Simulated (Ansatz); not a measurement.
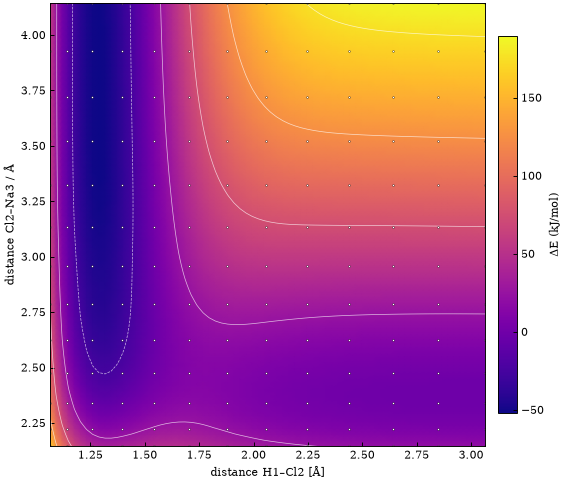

Energy landscape of the system H + ClNa, spin multiplicity 2. Coordinates scanned: (1) distance H1–Cl2; (2) distance Cl2–Na3. Nothing is relaxed (the angle H1–Cl2–Na3 is fixed at 140 degrees). Grid: 13 × 13 points. All energies are given in kJ/mol relative to H far from the relaxed ClNa (each part in its own basis). All numbers below come from UKS PBE0-D4/aug-cc-pVTZ in Ansatz.

Drawn: a smooth colour map with a few white contour lines, dots at the grid points. Between grid points the surface is interpolated. 

Where are the wells?

Answer. The lowest grid point is at distance H1–Cl2 = 1.259 Å, distance Cl2–Na3 = 3.722 Å, −51 kJ/mol from H far from the relaxed ClNa (each part in its own basis). The highest grid point, distance H1–Cl2 = 3.064 Å, distance Cl2–Na3 = 4.144 Å, lies 240 kJ/mol above the lowest. On the interpolated surface the lowest path from the side where the first distance is long, about distance H1–Cl2 = 3.06 Å, distance Cl2–Na3 = 2.37 Å, to the side where the second distance is long, about distance H1–Cl2 = 1.29 Å, distance Cl2–Na3 = 3.95 Å, has its top at about distance H1–Cl2 = 1.74 Å, distance Cl2–Na3 = 2.45 Å, about 15 kJ/mol above the start and 65 kJ/mol above the end.

The whole map (169 points run) took 34 min on 1 thread of Arm Neoverse N1 (shared host).
